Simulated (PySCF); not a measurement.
# Cl4H4Mg4 ((HMg-mu3-Cl)4 cubane): the cost of one run

Computed with PySCF 2.14.0 and routines of our own; the level stands in each step. Atoms count from 0.

### 1 The starting structure

12 atoms, charge 0, multiplicity 1; geometry from: GFN2-xTB.

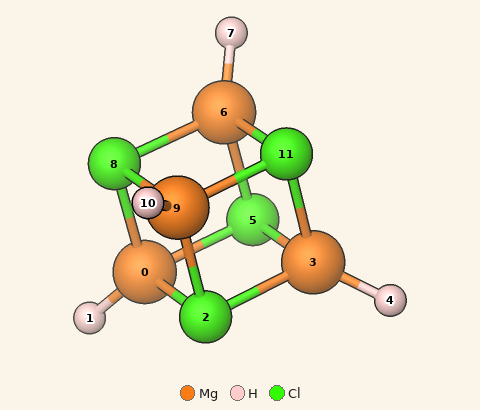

The starting geometry (magnesium orange, hydrogen pink, chlorine green); sticks join atoms by distance alone.

### 2 Magnetic properties: GIAO B3LYP/def2-SVP

Job settings and geometry (Å):

```
{"job": {"kind": "mag", "xc": "B3LYP", "basis": "def2-SVP"}, "charge": 0, "multiplicity": 1}
Mg    -1.434220     1.374540     0.160430
H     -2.559700     2.453490     0.288690
Cl    -0.469840     0.265040     1.963110
Mg    -0.643610    -1.723110     0.766790
H     -1.150280    -3.076280     1.365790
Cl    -1.651550    -0.620220    -1.016640
Mg     0.461610    -0.262340    -1.920860
H      0.823180    -0.470590    -3.428080
Cl     0.655970     1.759710    -0.786180
Mg     1.617090     0.610760     0.994240
H      2.885160     1.092660     1.773080
Cl     1.466200    -1.403660    -0.160370
```

Method: GIAO B3LYP/def2-SVP magnetisability, rotational g tensor and spin-rotation constants, non-relativistic, gas phase.

On the command line:

```bash
> OMP_NUM_THREADS=1 python excited_run.py task.json out
```

This one command runs all jobs of the session in turn.

Q: Estimate the wall time and peak memory of this first job on 1 thread of Arm Neoverse V1, shared host.

About 45 s, with a peak of 0.75 GiB.
